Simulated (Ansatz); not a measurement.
## Electronic structure of H2O···Cl2 (SMILES O.ClCl) in real space

Input

```
crystal:
  periodic: [false, false, false]
  atoms:
    - {symbol: O, position_ang: [0.218495, -0.167173, -1.617195]}
    - {symbol: H, position_ang: [0.533219, 0.170162, -0.774630]}
    - {symbol: H, position_ang: [-0.736687, -0.192011, -1.530718]}
    - {symbol: Cl, position_ang: [0.696355, 0.775823, 1.809352]}
    - {symbol: Cl, position_ang: [-0.711281, -0.586802, 2.113189]}
basis:
  gaussian: {orbitals: "def2-TZVPPD.json"}
hamiltonian: {xc: pbe0, dispersion: d4}
output: {orbitals: {seedname: orbitals}}
```

Command:

```sh
ansatz run in.yaml --threads 2 --pin off --events-out ev --progress --plain --max-ram 5222MiB
```

Geometry: PBE0-D4/def2-TZVP.

All numbers below come from Ansatz, RKS PBE0-D4/def2-TZVPPD.

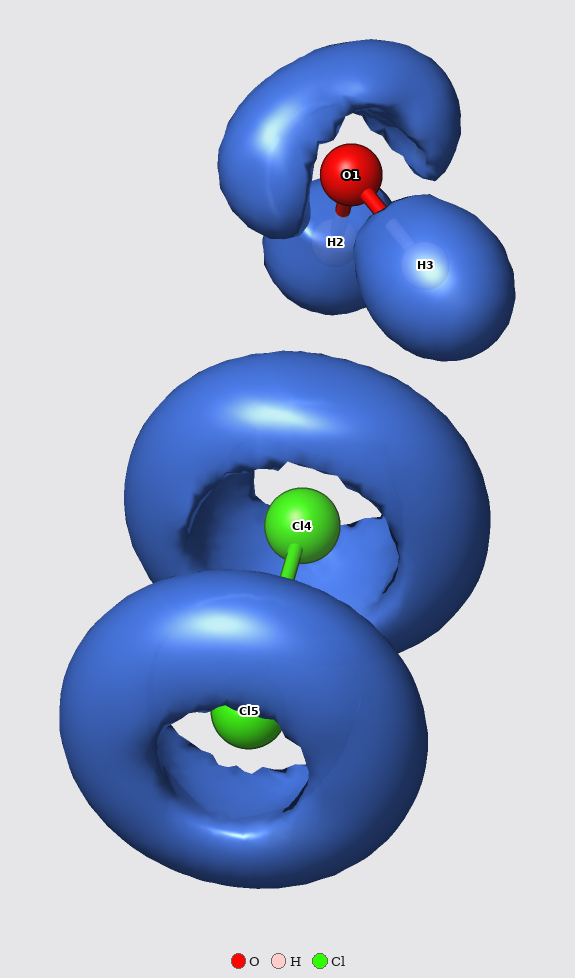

Figure 1. Isosurface of the ELF at 0.85 (blue), seen at an oblique angle. Core shells and regions of very low density are left out.

Identify the bonds, lone pairs and shells in this picture.

The ELF exceeds this value in two regions around hydrogen nuclei, one lobe on O, pointing away from the bonds (lone pairs, which may merge into one lobe) and two regions wrapped around Cl (its lone pairs, merged into a ring or cap). Profiles from the grid: Cl4···H2 (2.66 Å): the ELF dips to about 0.05 between them (a weak contact between the two molecules). Cl–Cl (1.98 Å): the ELF peaks at about 0.75 between the atoms (a shared electron pair).

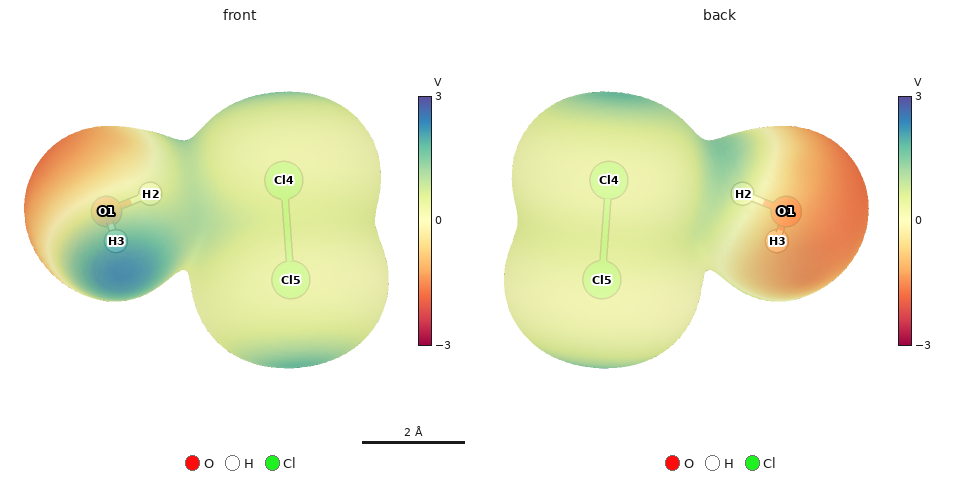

Figure 2. The electrostatic potential painted on the density surface at 0.002 e/bohr³, seen from the front and from behind; red is negative and blue positive.

Where is the surface potential most negative and most positive?

The most negative region (about −1.7 V, or −39 kcal/mol for a unit charge) lies over O1, the most positive (about +2.3 V, or +53 kcal/mol for a unit charge) over H3. Cl4 shows a σ-hole: about +1.7 V, or +39 kcal/mol for a unit charge at the tip opposite its bond, against about +0.4 V, or +9 kcal/mol for a unit charge on its flanks. Cl5 shows a σ-hole: about +1.7 V, or +39 kcal/mol for a unit charge at the tip opposite its bond, against about +0.2 V on its flanks. O1 is the likeliest acceptor of a hydrogen bond.

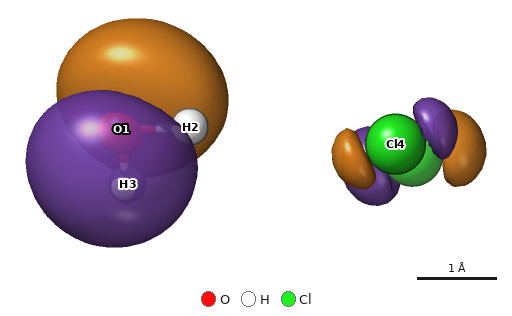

Figure 3. One frontier orbital at ±0.1 Å⁻³ᐟ² (orange and purple are the two phases), seen from one side.

Which orbital is it: HOMO or LUMO?

The HOMO, at −8.90 eV. By Hirshfeld shares it lies mainly on O1 (about 80 %), H3 (about 5 %) and H2 (about 5 %); largely a lone pair of O1.
